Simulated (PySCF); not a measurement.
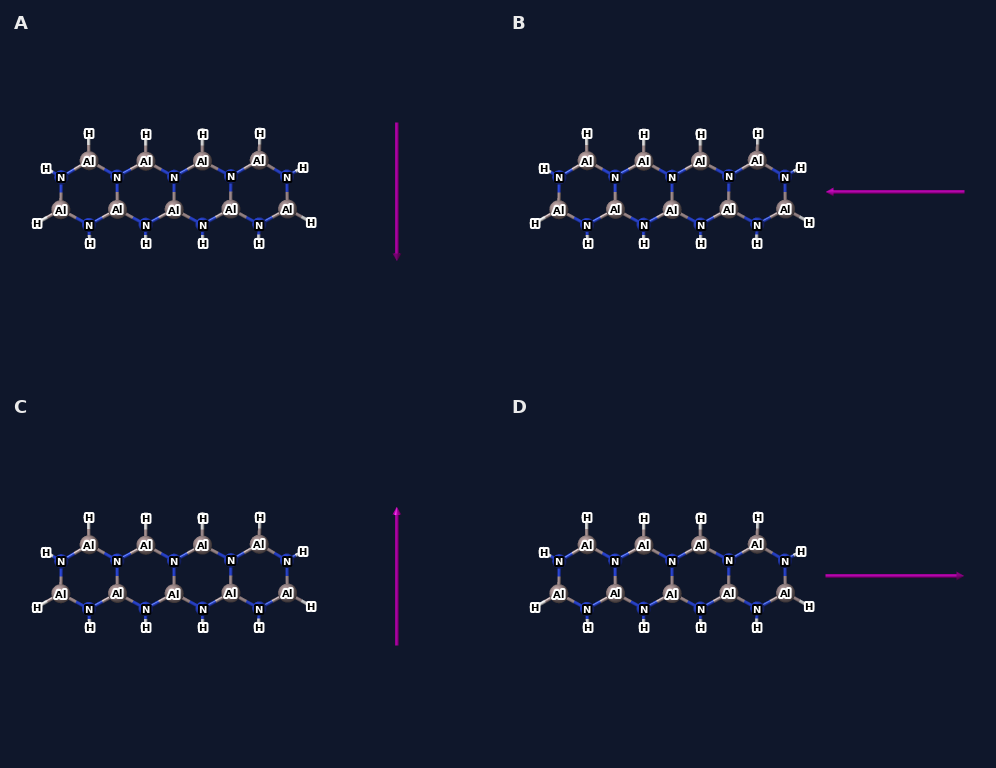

The same molecule four times, each with an arrow. The geometry was computed by an optimisation with GFN2-xTB. No frequency run is at hand to confirm it as a minimum. Properties computed with ωB97X-D/6-31G*, gas phase (PySCF 2.14.0).

Which arrow points along the dipole moment, from the negative to the positive end?

A. The dipole moment is 3.91 D.

The geometry is semi-empirical. Around Al such bond lengths and angles can be off by a tenth of an ångström or more and by several degrees, and values that hang on the shape move with them.
